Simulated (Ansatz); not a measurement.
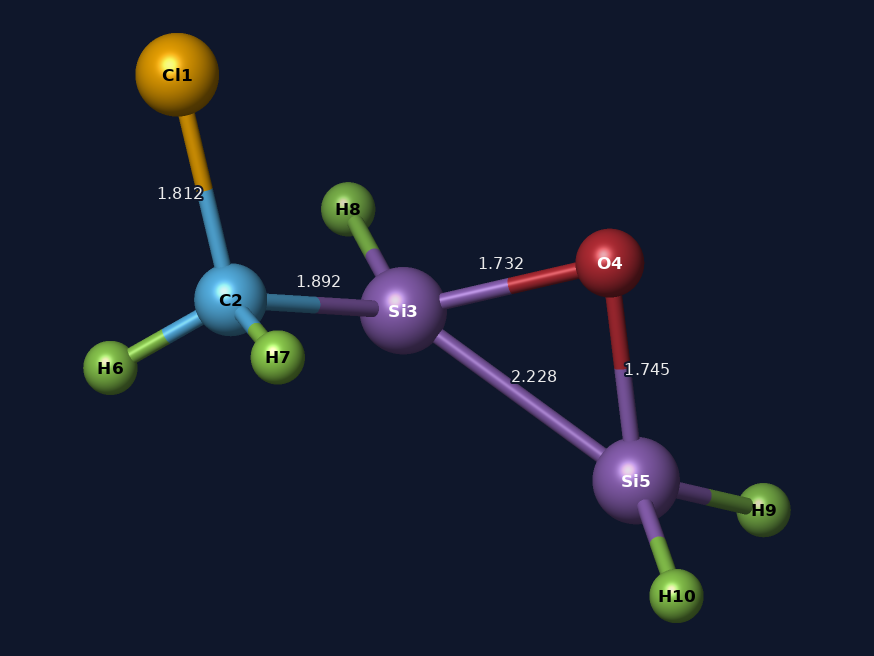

Bond lengths are marked in Å; every bond is drawn as one stick. The computed structure is the end point of a PBE-D4/def2-SVP optimisation. No frequency run is at hand to confirm it as a minimum.

Question: Assign a bond order to each marked bond.

Answer: Cl1–C2 single; C2–Si3 single; Si3–O4 single; Si3–Si5 single; O4–Si5 single.

Question: Write the SMILES.

Answer: ClC[Si@H]1O[SiH2]1
